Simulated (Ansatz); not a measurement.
CSi2

Input file:

```
crystal:
  periodic: [false, false, false]
  atoms:
    - {symbol: Si, position_ang: [-1.069872, 0.913776, -0.498080]}
    - {symbol: Si, position_ang: [1.125089, -0.483473, 0.853287]}
    - {symbol: C, position_ang: [-0.055227, -0.430304, -0.355217]}
basis:
  gaussian: {orbitals: def2-TZVP, initial_orbitals: start.molden}
hamiltonian: {xc: pbe0, dispersion: d4}
output: {orbitals: {seedname: orbitals}}
```

Run with:

```sh
ansatz run in.yaml --threads 4 --pin off --events-out ev --progress --plain --max-ram 3916MiB
```

Geometry: PBE0-D4/def2-TZVP.

Theory: RKS PBE0-D4/def2-TZVP (Ansatz 0.2.0).

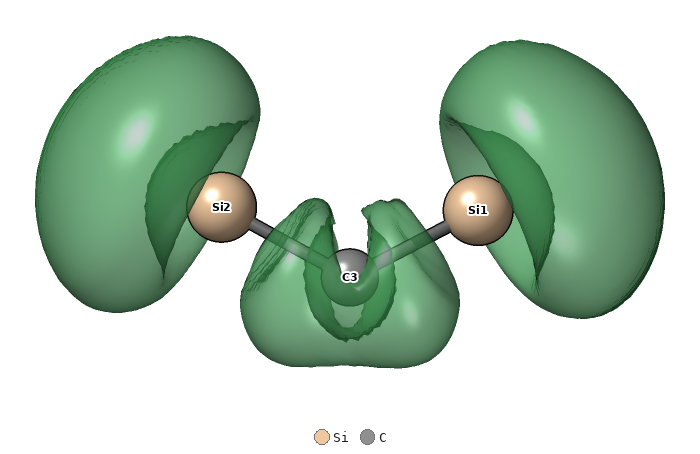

Figure 1. Isosurface of the ELF at 0.75 (green), seen at a tilt. Only the valence region is drawn (cores and ρ < 0.01 e/Å³ removed).

> Identify the bonds, lone pairs and shells in this picture.

The ELF exceeds this value in one region on C in which the atom's valence shell and bonds are merged and two lobes on Si, pointing away from the bonds (lone pairs). Profiles from the grid: C–Si (1.69 Å): the ELF peaks at about 0.90 between the atoms: localised, covalent bonding.

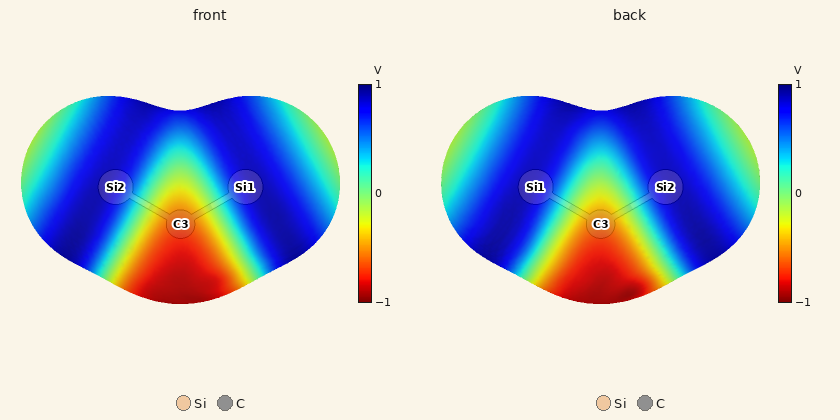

Figure 2. The molecular electrostatic potential painted on the density surface at 0.002 e/bohr³, seen from the front and from behind; red is negative and blue positive.

> Where is the surface potential most negative and most positive?

The most negative region (about −0.9 V) lies over C3, the most positive (about +0.9 V) over Si1 and Si2.

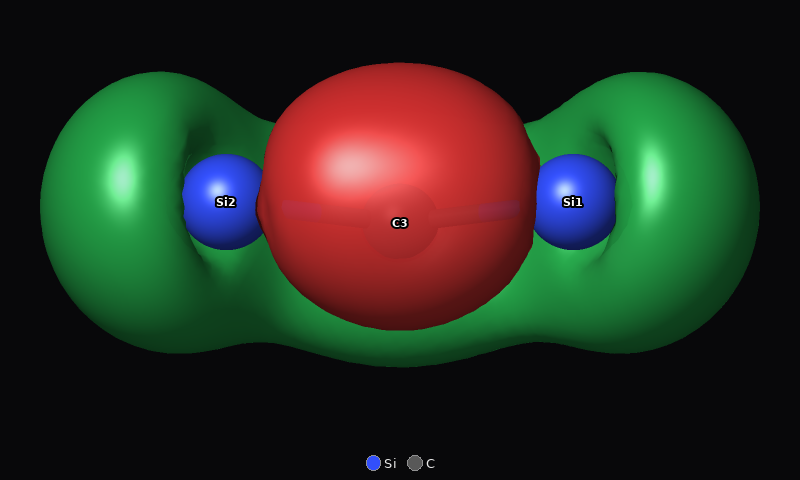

Figure 3. The HOMO−1 at ±0.1 Å⁻³ᐟ² (green and red are the two phases), seen from one side.

> Describe this orbital and give its energy.

It lies mainly on C3 (about 40 %), Si1 (about 30 %) and Si2 (about 30 %); it is symmetric in the molecular plane (an in-plane orbital: σ, lone-pair or in-plane π type). Its energy is −7.44 eV.
